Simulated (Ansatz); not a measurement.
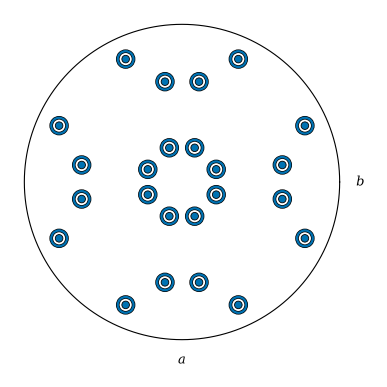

Stereographic projection: filled dots lie in the upper hemisphere, open rings in the lower. The c axis points at the viewer. The poles are all faces of one general form. Computed from the symmetry operations of a computed or model structure of composition Cu.

Identify the point group and its elements.

Answer. m-3m (Oh), order 48, cubic system: three fourfold axes, four threefold axes, six twofold axes, nine mirror planes, an inversion centre.

Can such a crystal be piezoelectric, pyroelectric or chiral?

Answer. It is centrosymmetric, so neither piezoelectric nor pyroelectric; it is not chiral.
